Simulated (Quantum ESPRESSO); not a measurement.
Band structure of Si₂Ni (Fm-3m, 3 atoms in the cell).

```
CELL_PARAMETERS angstrom
     -2.75052     0.00000     2.75052
      0.00000     2.75052     2.75052
     -2.75052     2.75052     0.00000
ATOMIC_POSITIONS crystal
  Si 0.25000 0.25000 0.25000
  Si 0.75000 0.75000 0.75000
  Ni 0.00000 0.00000 0.00000
```

Method: PBE, PseudoDojo standard norm-conserving (PBE) pseudopotentials (plane waves; Quantum ESPRESSO).

Settings: ecutwfc = 100 Ry; occupations = smearing; smearing = marzari-vanderbilt; degauss = 0.0073499 Ry; potentials = {Si: Si.upf, Ni: Ni.upf}; K_POINTS = automatic 7 7 7 0 0 0; nbnd = 25; conv_thr = 1e-10 Ry; mixing_beta = 0.7.

The starting cell comes from a database of computed structures (which also holds hypothetical and non-ambient phases and stackings), without a prior relaxation at this level. Its lattice was rescaled by a random factor within 2.5 % of one. Spin polarisation is off.

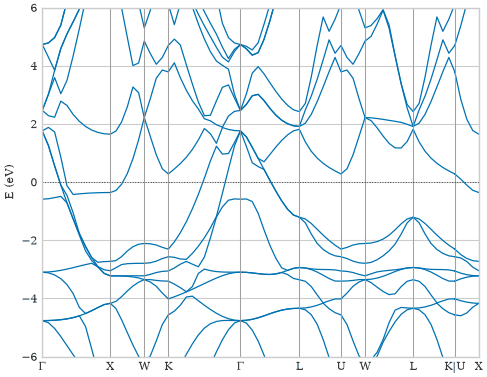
*Bands along the path, energies from the Fermi level.*

Levels in eV from the Fermi level, bands 10 to 17:
| point | 10 | 11 | 12 | 13 | 14 | 15 | 16 | 17 |
|---|---|---|---|---|---|---|---|---|
| Γ | -3.10 | -0.59 | 1.76 | 1.76 | 1.76 | 2.46 | 2.46 | 2.46 |
| X | -3.23 | -3.23 | -3.05 | -2.73 | -0.36 | 1.65 | 7.86 | 8.01 |
| W | -3.36 | -3.22 | -2.79 | -2.11 | 2.22 | 2.22 | 4.85 | 5.30 |
| K | -3.41 | -3.06 | -2.57 | -2.31 | 0.28 | 3.79 | 4.70 | 6.11 |
| L | -2.94 | -2.94 | -1.21 | -1.21 | 1.81 | 1.91 | 1.91 | 2.42 |
| U | -3.41 | -3.06 | -2.57 | -2.31 | 0.28 | 3.79 | 4.70 | 6.11 |

Bands cross the Fermi level along this path, so the cell is metallic at this level.
